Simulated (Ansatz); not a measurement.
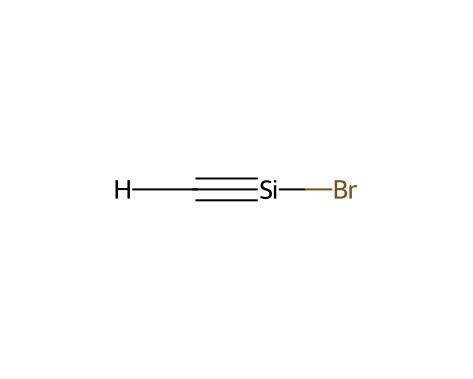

2D structure.

Write the SMILES.

Answer. C#[Si]Br

Give the formula, hydrogens included.

Answer. CHBrSi.

An optimisation with PBE0-D4/def2-TZVP gave a structure of which point group?

Answer. Cs.

More results for the same structure follow; atom numbers are the same in all pictures, views and colours differ. The geometry was computed by an optimisation with PBE0-D4/def2-TZVP. No frequency run is at hand to confirm it as a minimum.

Shape

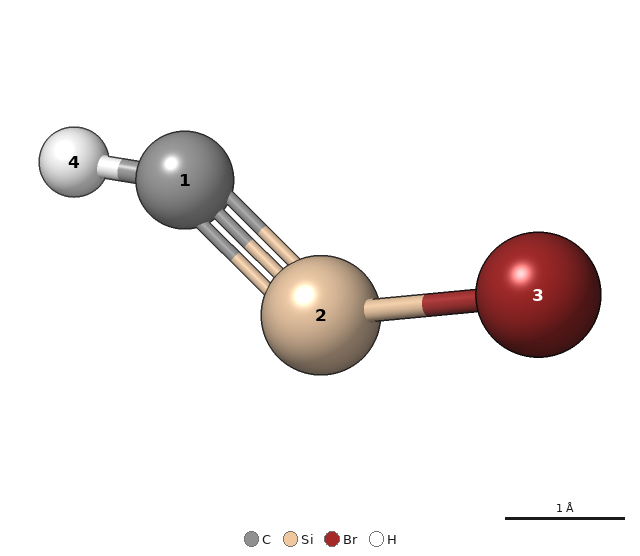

No frequency run is at hand to confirm it as a minimum.

What is the geometry at Si2?

Answer. Si2 has 2 neighbours (C1 at 1.65, Br3 at 2.19 Å); the arrangement is bent.

How are the neighbours of atom 1 arranged?

Answer. C1 has 2 neighbours (Si2 at 1.65, H4 at 1.08 Å); the arrangement is bent.

Dipole moment

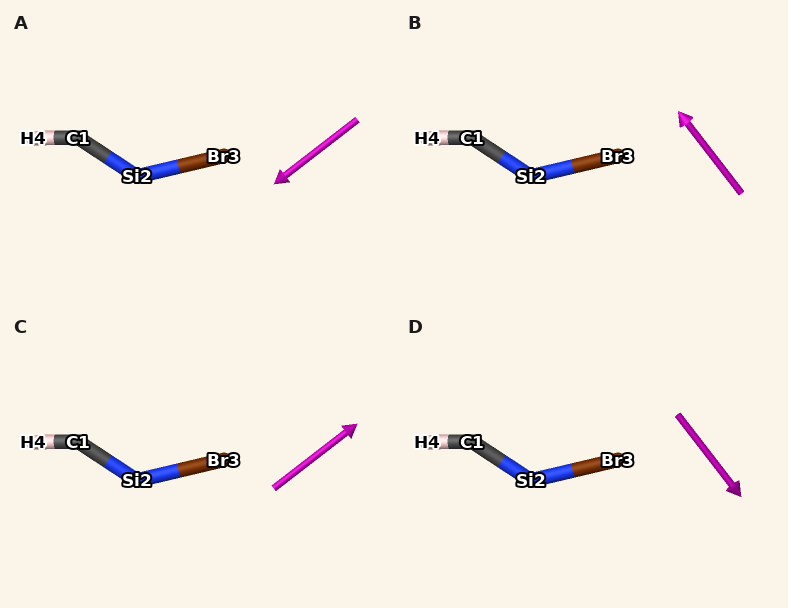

The same molecule four times, each with an arrow. No frequency run is at hand to confirm it as a minimum. Properties computed with RKS PBE0-D4/def2-TZVP (Ansatz 0.2.0).

Which arrow points along the dipole moment, from the negative to the positive end?

Answer. D. The dipole moment is 0.82 D; it points from the side of H4 to the side of Br3 (the outermost atoms at the two ends).

Electronic properties

No frequency run is at hand to confirm it as a minimum. Properties computed with RKS PBE0-D4/def2-TZVPP (Ansatz 0.2.0).

What does the calculation give?

- HOMO energy (Kohn–Sham orbital): −6.88 eV
- LUMO energy (Kohn–Sham orbital): −3.65 eV
- HOMO–LUMO gap: 3.23 eV

Charges

The questions are on Mulliken charges. No frequency run is at hand to confirm it as a minimum. Method: RKS PBE0-D4/def2-TZVP (Ansatz 0.2.0).

Which atom carries the highest charge (most positive or least negative)?

Answer. Si2 (0.24 e).

And the lowest?

Answer. C1 (−0.30 e).

Give the Mulliken charges atom by atom.

```
atom  value (e)
  C1      −0.30
 Si2       0.24
 Br3      −0.12
  H4       0.18
```

Mulliken values depend strongly on the basis set and can even reverse the polarity of a bond.
